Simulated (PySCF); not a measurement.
## Electronic structure of C5H9BSi in real space

Input file:

```
{"job": {"kind": "uv", "xc": "CAM-B3LYP", "basis": "def2-SVPD", "nstates": 8, "ntriplets": 3}, "charge": 0, "multiplicity": 1}
B      2.386373    -0.858710     0.820456
C      1.797611     0.527799     0.569373
C      0.620196     0.722577    -0.055150
C     -0.094499     1.951003    -0.367928
C     -1.216167     1.527309    -0.983258
Si    -0.768388    -0.322195    -0.859141
C     -1.840730    -1.402150     0.269800
H      3.415669    -0.985798     1.364600
H      1.791553    -1.804472     0.465684
H      2.323880     1.422158     0.899777
H      0.226442     2.957103    -0.140107
H     -2.010032     2.146309    -1.370188
H     -0.461907    -0.990224    -2.128430
H     -2.789366    -1.640995    -0.201831
H     -1.337417    -2.337481     0.493575
H     -2.050815    -0.903290     1.211358
```

Command:

```sh
OMP_NUM_THREADS=1 python probes_run.py task.json out
```

Geometry: GFN2-xTB.

These are results of CAM-B3LYP/def2-SVPD, SCF density, gas phase (PySCF), not measurements.

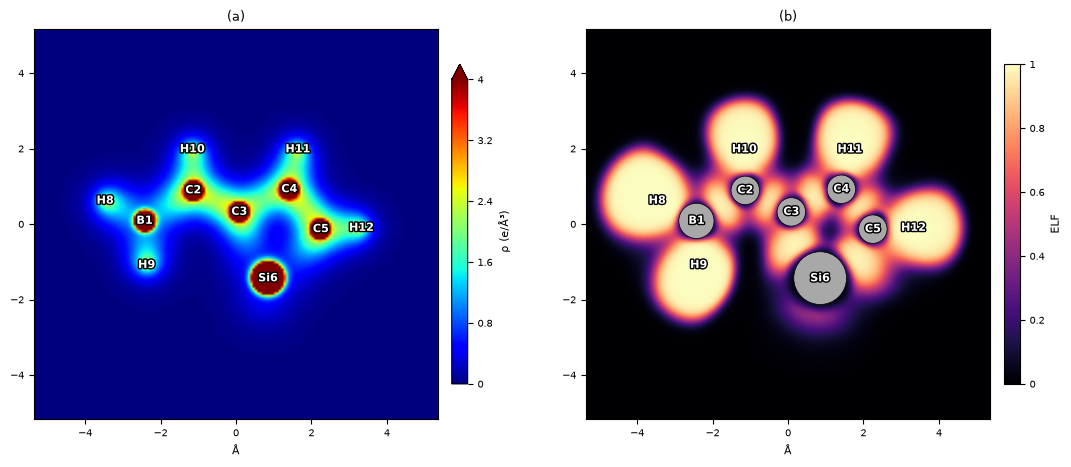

Figure 1. (a) total electron density; (b) electron localisation function on the plane of atoms C3, C2 and H10. Grey discs cover the atomic cores in the ELF map.

Read the bonding off the picture.

The section cuts through B, C, Si and H sites.
C–C (1.35 Å): ρ is about 2.3 e/Å³ halfway; the ELF peaks at about 0.95 between the atoms, as expected for a covalent bond.
C–B (1.53 Å): ρ is about 1.5 e/Å³ halfway; the ELF peaks at about 1 between the atoms: a covalent bond.
C–Si (1.91 Å): ρ at the midpoint is about 0.9 e/Å³; the ELF peaks at about 0.95 between the atoms (localised, covalent bonding).
C–H (1.08 Å): ρ at the midpoint is about 2 e/Å³; the ELF climbs to about 1 towards the hydrogen, as it does in any bond to H (a covalent bond by its length).
C–C (1.46 Å): the density is about 1.9 e/Å³ at the midpoint; the ELF peaks at about 0.95 between the atoms (localised, covalent bonding).

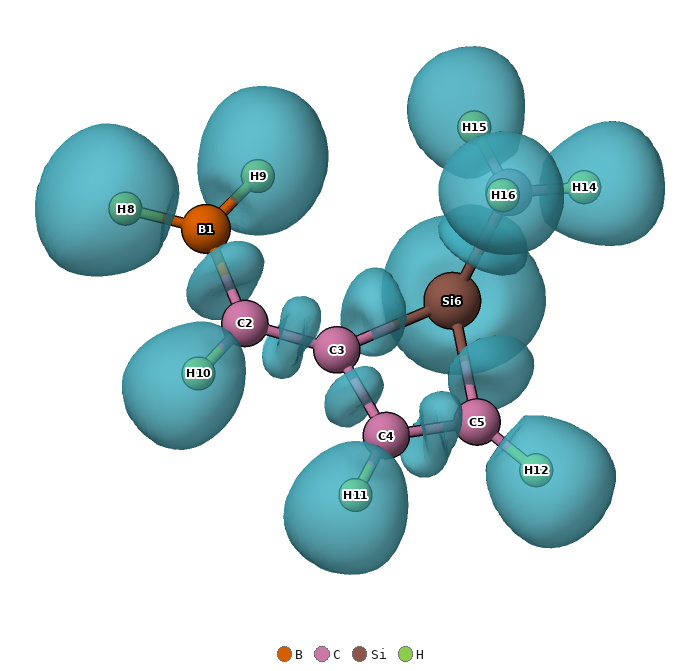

Figure 2. Isosurface of the ELF at 0.8 (cyan), seen at an oblique angle. Core shells and regions of very low density are left out.

Identify the bonds, lone pairs and shells in this picture.

The ELF exceeds this value in one region between bonded B–C atoms (shared pairs), three regions between bonded C–C atoms (shared pairs), three regions between bonded C–Si atoms (shared pairs) and nine regions around hydrogen nuclei.

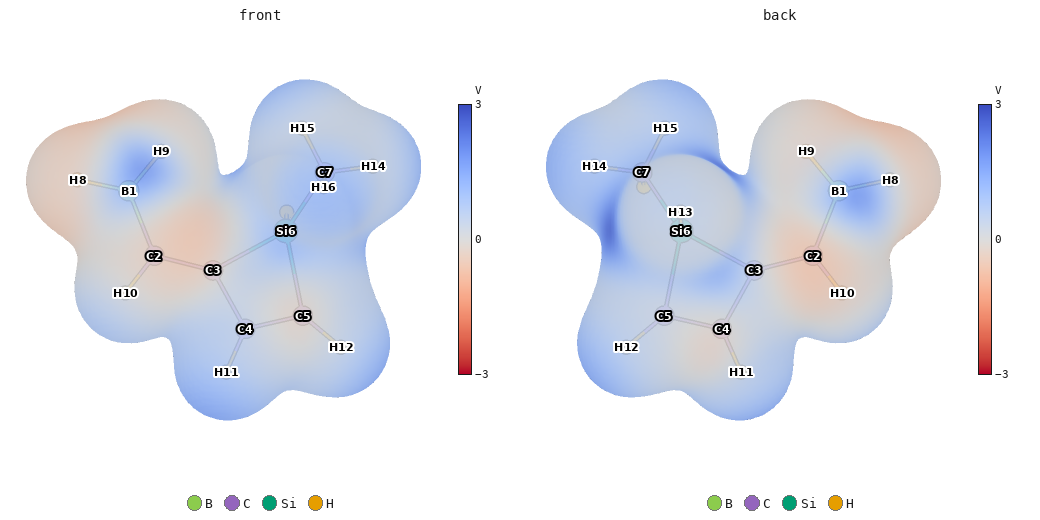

Figure 3. The electrostatic potential painted on the density surface at 0.004 e/bohr³, seen from the front and from behind; red is negative and blue positive.

Where is the surface potential most negative and most positive?

The most negative region (about −0.6 V) lies over C2 and H8, the most positive (about +2.2 V) over Si6.
